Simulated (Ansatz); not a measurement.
## Electronic structure of CH3BrOSi in real space

Input file:

```
crystal:
  periodic: [false, false, false]
  atoms:
    - {symbol: Br, position_ang: [-2.619590, 0.093757, -0.291486]}
    - {symbol: Si, position_ang: [-0.454702, 0.213608, -0.620341]}
    - {symbol: C, position_ang: [0.727357, -0.090752, 0.697252]}
    - {symbol: O, position_ang: [0.445610, -1.132664, -0.330645]}
    - {symbol: H, position_ang: [-0.187274, 0.970957, -1.854171]}
    - {symbol: H, position_ang: [1.755255, 0.262971, 0.663930]}
    - {symbol: H, position_ang: [0.394744, -0.385876, 1.689762]}
basis:
  gaussian: {orbitals: def2-TZVPP}
hamiltonian: {xc: pbe0, dispersion: d4}
output: {orbitals: {seedname: orbitals}}
```

Run with:

```sh
ansatz run in.yaml --threads 2 --pin off --events-out ev --progress --plain --max-ram 4352MiB
```

Geometry: PBE0-D4/def2-TZVP.

The calculation used RKS PBE0-D4/def2-TZVPP in Ansatz.

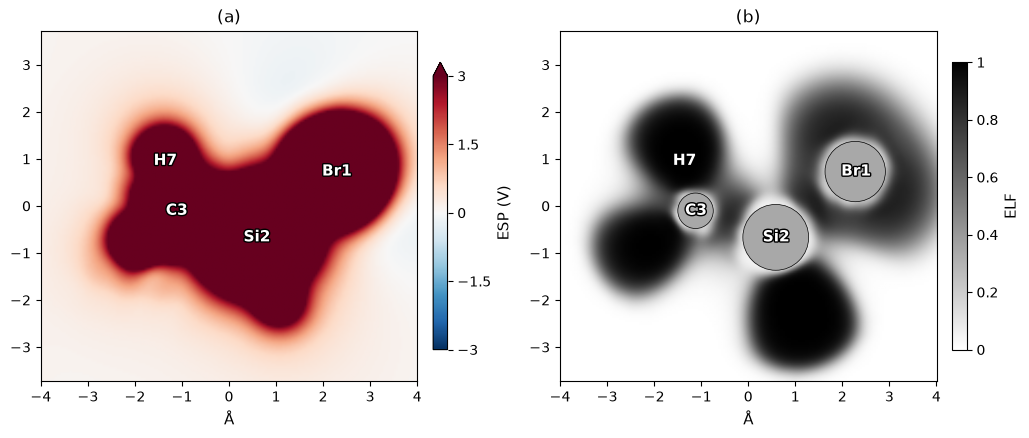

Figure 1. (a) molecular electrostatic potential; (b) ELF on the plane of atoms Br1, Si2 and C3. Grey discs cover the atomic cores in the ELF map.

Question: What does the map show?

Answer:
- The plane passes through Br, Si, C and H nuclei.
- C–Si (1.80 Å): the ELF peaks at about 0.80 between the atoms; a covalent bond.
- Si–Br (2.19 Å): the ELF peaks at about 0.85 between the atoms, as expected for a polar covalent bond.
- C–H (1.09 Å): the ELF climbs to about 1 towards the hydrogen, as it does in any bond to H (an ordinary covalent bond to hydrogen).
- The ELF also peaks beside Br1, away from the bonds: lone-pair regions.
- The potential has no marked negative region in this plane.

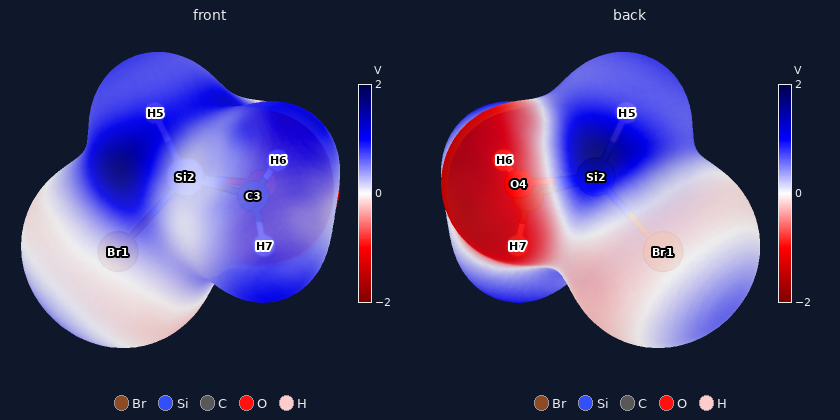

Figure 2. The electrostatic potential painted on the density surface at 0.002 e/bohr³, seen from the front and from behind; red is negative and blue positive.

Question: Which sites attract a positive test charge, and which a negative one?

Answer: A positive charge is drawn to the negative regions and a negative charge to the positive ones. The most negative region (about −1.5 V) lies over O4, the most positive (about +1.7 V) over Si2. Br1 shows a σ-hole: about +0.6 V at the tip opposite its bond, against about −0.1 V on its flanks. O4 is the likeliest acceptor of a hydrogen bond.

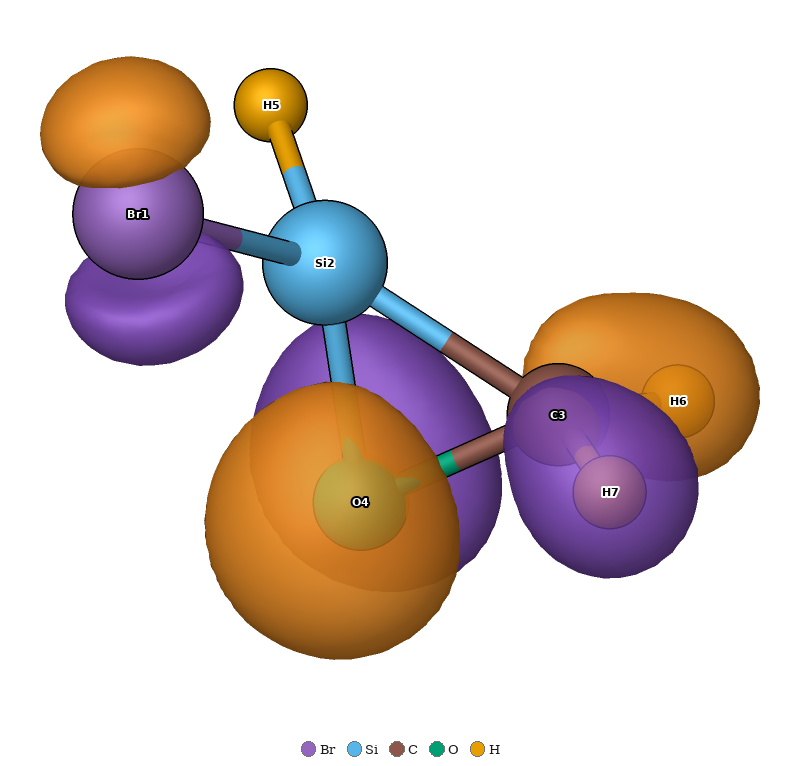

Figure 3. The HOMO−1 at ±0.15 Å⁻³ᐟ² (orange and purple are the two phases), seen at an oblique angle.

Question: Describe this orbital and give its energy.

Answer: By Hirshfeld shares it lies mainly on O4 (about 60 %), C3 (about 10 %) and Br1 (about 10 %). Its energy is −8.58 eV.
